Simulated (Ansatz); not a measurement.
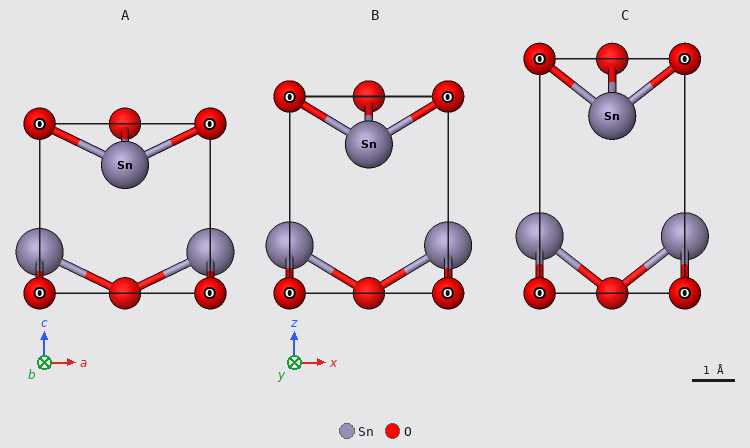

Energy scan for solid SnO (P4/nmm), in which the ratio of the cell's length along z to its lengths across, counted as 1 for the reference, is changed at fixed volume (a c/a path), with the atoms kept at their fractional coordinates. x, y and z are the Cartesian axes of the input. A ball-and-stick model of the cell of the calculation, repeated 1 × 2 × 1 with one cell outlined, seen along the b axis.

Level of theory: DFT PBE+D3(BJ), scalar-relativistic, plane waves, PAW (Ansatz). Settings: plane-wave cutoff 420 eV; k-point mesh 14 × 14 × 12; occupations gaussian; smearing width 0.15 eV; no spin polarisation. Energies (free energies at the smearing named) are counted from the relaxed crystal.

> Rank the frames from lowest to highest energy.

Lowest first: B (the relative ratio 1.00, 0.0 meV/atom), A (the relative ratio 0.80, 102.4 meV/atom), C (the relative ratio 1.30, 236.5 meV/atom). Over the whole scan: of the computed points the lowest is at the relative ratio 1.00, 0.0 meV/atom. The distortion keeps the space group P4/nmm. At the relative ratio 1.30 the cell of the drawing goes a 3.837 → 3.516 Å, b 3.837 → 3.516 Å, c 4.762 → 5.672 Å.
